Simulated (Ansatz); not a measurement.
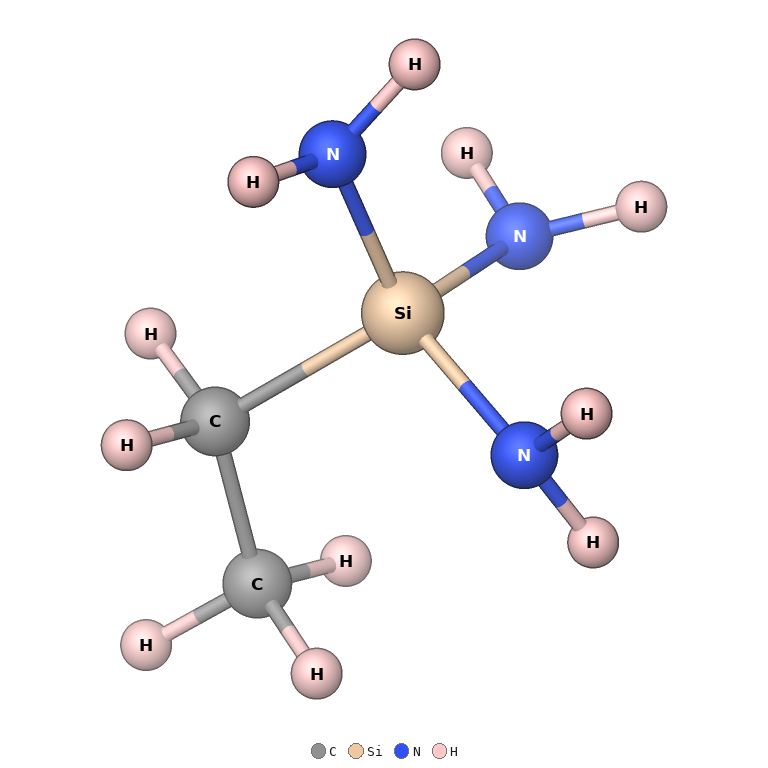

Orthographic view. Distant atoms are faded towards the background colour. The computed structure is the end point of a PBE-D4/def2-SVP optimisation. No frequency run is at hand to confirm it as a minimum.

Give the standard InChI.

Answer. InChI=1S/C2H11N3Si/c1-2-6(3,4)5/h2-5H2,1H3
